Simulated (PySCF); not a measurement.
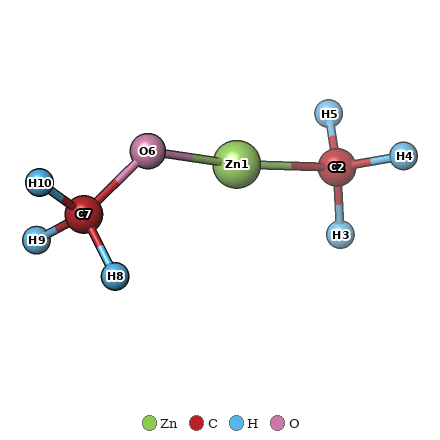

C₂H₆OZn (ZnMe(OMe)), SMILES C[O][Zn][CH3], singlet. Vertical core-electron binding energies by ΔSCF (SCAN, pcX-2 on the ionised atom (unc-x2c-TZVPall on a metal), pcseg-1 elsewhere, spin-free X2C; PySCF, at a PBE0-D3(BJ)/def2-SVP geometry (no frequency check)), gas phase, against the vacuum level. One atom of each kind was ionised; within a panel, areas follow the number of like atoms and 2j + 1 (2p levels are split by first-order spin-orbit coupling, an approximation), Gaussians of 0.4 eV full width. Only the regions named are shown.

Question: Predict the Zn 2p photoelectron lines.

Answer:
| level | atoms | binding energy (eV) |
| --- | --- | --- |
| Zn 2p1/2 | Zn1 | 1051.1 |
| Zn 2p3/2 | Zn1 | 1026.9 |

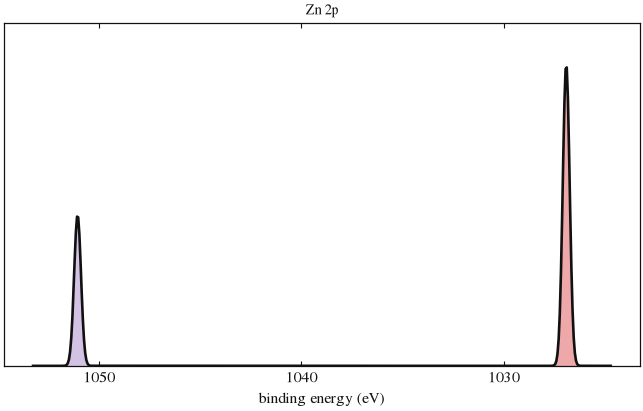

Note: metal 2p levels are good to about 1 eV; one conformer of a flexible molecule.
